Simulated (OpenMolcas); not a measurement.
## Multiconfigurational calculation for Ru³⁺ complex (part 2 of 2)

The same run, continued: Ru³⁺ with 6 ligands (F and Cl; tetragonal octahedron, 1.99 Å), neutralised by 6 outer point charges of +0.5 e, whose field is part of the energies. Method: state-averaged CASSCF, active space 5 electrons in the shell 4d, basis ANO-RCC-VDZP on the metal and ANO-RCC-VDZP on the ligands, DKH2 scalar Hamiltonian, spin-orbit coupling by RASSI with atomic mean-field integrals (OpenMolcas).

## Output (extracts), continued
```
--- RASSI ---
SPIN-FREE ENERGIES:
  (Shifted by EMIN (a.u.) =      -5848.3136287111)

 SF State       Relative EMIN(au)   Rel lowest level(eV)    D:o, cm**(-1)

    26             0.0000000000        0.0000000000              0.0000
     1             0.0026812147        0.0729595692            588.4586
    27             0.0151860865        0.4132344643           3332.9607
    28             0.0151860865        0.4132344643           3332.9607
     2             0.0184610992        0.5023521008           4051.7429
     3             0.0184610992        0.5023521008           4051.7429
     4             0.0186734464        0.5081303638           4098.3478
     5             0.0607038549        1.6518360410          13322.9562
     6             0.0607038549        1.6518360410          13322.9562
    29             0.0686851808        1.8690189847          15074.6547
    30             0.0719181687        1.9569930667          15784.2136
    31             0.0719181687        1.9569930667          15784.2136
    32             0.0780065470        2.1226662805          17120.4581
    33             0.0793359714        2.1588417619          17412.2331
    34             0.0866545443        2.3579902761          19018.4742
    35             0.0866545443        2.3579902761          19018.4742
     7             0.0869164052        2.3651158741          19075.9460
    36             0.0879026097        2.3919518649          19292.3929
     8             0.0914290476        2.4879111275          20066.3565
    37             0.1011284558        2.7518454719          22195.1306
     9             0.1072628448        2.9187707008          23541.4733
    10             0.1100807227        2.9954490636          24159.9260
    38             0.1157812682        3.1505688087          25411.0512
    39             0.1157812682        3.1505688087          25411.0512
    11             0.1181350016        3.2146171588          25927.6359
    12             0.1181350016        3.2146171588          25927.6359
    13             0.1261930646        3.4338882237          27696.1763
    40             0.1262058827        3.4342370219          27698.9896
    14             0.1270752633        3.4578940710          27889.7966
    15             0.1324878567        3.6051782415          29077.7235
    41             0.1325071724        3.6057038489          29081.9628
    42             0.1325071724        3.6057038489          29081.9628
    43             0.1464596048        3.9853688759          32144.1678
    44             0.1464596048        3.9853688759          32144.1678
    45             0.1479279159        4.0253236557          32466.4248
    46             0.1486947203        4.0461894666          32634.7189
    47             0.1558915915        4.2420263088          34214.2496
    48             0.1575436631        4.2869814659          34576.8374
    49             0.1612692433        4.3883596688          35394.5077
    50             0.1616287319        4.3981418532          35473.4064
Eigenvalues of complex Hamiltonian:
   -----------------------------------
  (Shifted by EMIN (a.u.) =      -5848.3136287111)

 SO State       Relative EMIN(au)   Rel lowest level(eV)    D:o, cm**(-1)

     1            -0.0048328025        0.0000000000              0.0000
     2            -0.0048328025        0.0000000000              0.0000
     3            -0.0006317946        0.1143152493            922.0147
     4            -0.0006317946        0.1143152493            922.0147
     5            -0.0001157606        0.1283572495           1035.2710
     6            -0.0001157606        0.1283572495           1035.2710
     7             0.0012274100        0.1649067840           1330.0629
     8             0.0012274100        0.1649067840           1330.0629
     9             0.0101805533        0.4085342246           3295.0507
    10             0.0101805533        0.4085342246           3295.0507
    11             0.0142448916        0.5191305035           4187.0699
    12             0.0142448916        0.5191305035           4187.0699
    13             0.0155435236        0.5544680805           4472.0867
    14             0.0155435236        0.5544680805           4472.0867
    15             0.0185074377        0.6351202909           5122.5906
    16             0.0185074377        0.6351202909           5122.5906
    17             0.0198649018        0.6720587712           5420.5195
    18             0.0198649018        0.6720587712           5420.5195
    19             0.0216483077        0.7205877175           5811.9319
    20             0.0216483077        0.7205877175           5811.9319
    21             0.0217326158        0.7228818585           5830.4354
    22             0.0217326158        0.7228818585           5830.4354
    23             0.0228299474        0.7527417724           6071.2718
    24             0.0228299474        0.7527417724           6071.2718
    25             0.0577810179        1.7038088521          13742.1452
    26             0.0577810179        1.7038088521          13742.1452
    27             0.0594707167        1.7497878984          14112.9912
    28             0.0594707167        1.7497878984          14112.9912
    29             0.0608226608        1.7865761708          14409.7086
    30             0.0608226608        1.7865761708          14409.7086
    31             0.0626128126        1.8352886830          14802.6015
    32             0.0626128126        1.8352886830          14802.6015
    33             0.0660764996        1.9295404086          15562.7929
    34             0.0660764996        1.9295404086          15562.7929
    35             0.0696895074        2.0278553579          16355.7565
    36             0.0696895074        2.0278553579          16355.7565
    37             0.0727252597        2.1104623871          17022.0271
    38             0.0727252597        2.1104623871          17022.0271
    39             0.0771440029        2.2307025164          17991.8292
    40             0.0771440029        2.2307025164          17991.8292
    41             0.0787309644        2.2738859385          18340.1269
Weights of the five most important spin-orbit-free states for each spin-orbit state.

 SO State  Total energy (au)           Spin-free states, spin, and weights
 -------------------------------------------------------------------------------------------------------
    1        -0.004833      26 0.5  0.6959    1 2.5  0.0895    3 1.5  0.0515    2 1.5  0.0515   27 0.5  0.0417
    2        -0.004833      26 0.5  0.6959    1 2.5  0.0895    3 1.5  0.0515    2 1.5  0.0515   27 0.5  0.0417
    3        -0.000632       1 2.5  0.8343    4 1.5  0.1016    3 1.5  0.0265    2 1.5  0.0265   28 0.5  0.0032
    4        -0.000632       1 2.5  0.8343    4 1.5  0.1016    3 1.5  0.0265    2 1.5  0.0265   28 0.5  0.0032
    5        -0.000116       1 2.5  0.8376    4 1.5  0.0619   26 0.5  0.0350    2 1.5  0.0254    3 1.5  0.0254
    6        -0.000116       1 2.5  0.8376    4 1.5  0.0619   26 0.5  0.0350    2 1.5  0.0254    3 1.5  0.0254
    7         0.001227       1 2.5  0.8623   26 0.5  0.1054    3 1.5  0.0072    2 1.5  0.0072    4 1.5  0.0042
    8         0.001227       1 2.5  0.8623   26 0.5  0.1054    3 1.5  0.0072    2 1.5  0.0072    4 1.5  0.0042
    9         0.010181      28 0.5  0.3301   27 0.5  0.3301    4 1.5  0.1707    1 2.5  0.0759   26 0.5  0.0719
   10         0.010181      28 0.5  0.3301   27 0.5  0.3301    4 1.5  0.1707    1 2.5  0.0759   26 0.5  0.0719
   11         0.014245      28 0.5  0.2625   27 0.5  0.2625    4 1.5  0.1739    1 2.5  0.1033    3 1.5  0.0946
   12         0.014245      28 0.5  0.2625   27 0.5  0.2625    4 1.5  0.1739    1 2.5  0.1033    3 1.5  0.0946
```

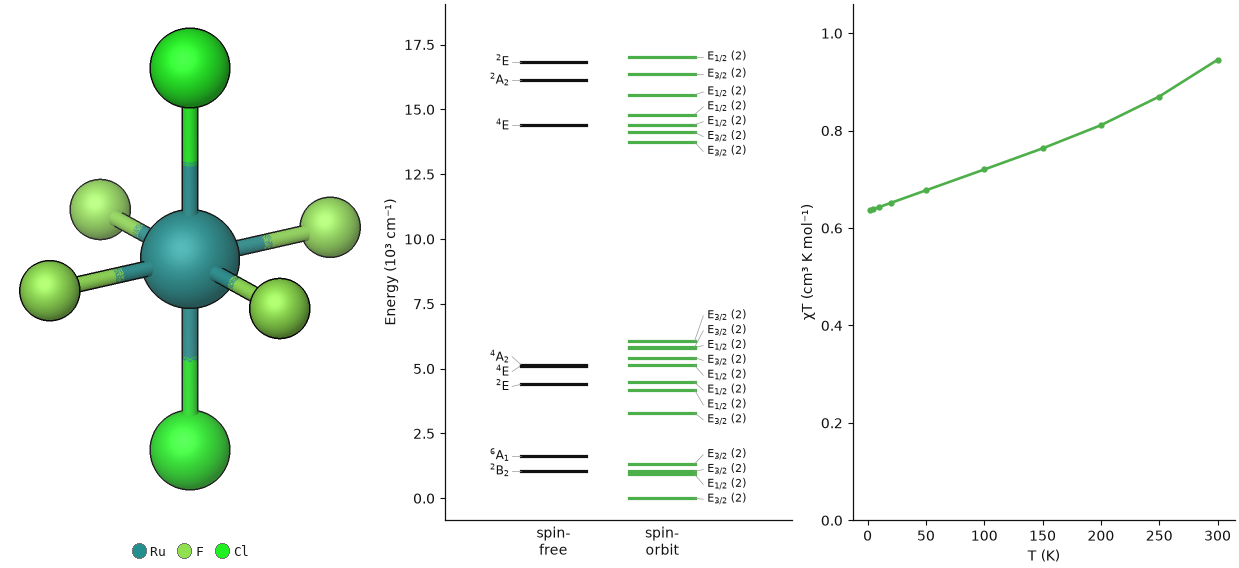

Ru³⁺ (4d⁵) with 6 ligands, F⁻ with axial Cl⁻, at 1.99 Å (arrangement: tetragonal octahedron, D4h), axial distortion 1.226, neutralised by outer point charges of +0.5 e, and its levels and susceptibility. Labels give the representation in O, Td, D4 or D3 as the site allows (double group for half-integer spin) where it could be assigned and, in brackets, the degeneracy; spin-free states, where drawn, share the zero of the spin-orbit levels. Powder susceptibility by Van Vleck's formula. The ground level is E₃/₂, a Kramers doublet, 78 % from states of spin multiplicity 2. Its principal g values are 1.20, 3.07 and 3.07, easy-plane. The next level lies at 922 cm⁻¹ (E₁/₂). The lowest spin-free state is ²B₂; of the same spin there follow at 3,330 cm⁻¹ (²E), 15,100 cm⁻¹ (²A₂) and 15,800 cm⁻¹ (²E) above it. χT is 0.636 cm³ K mol⁻¹ at 2 K and 0.945 at 300 K, an effective moment of 2.75 μB. The active orbitals hold 78 to 92 % metal character (Löwdin), and the Mulliken charge of the metal is +1.67.

Outcome of the run: converged.
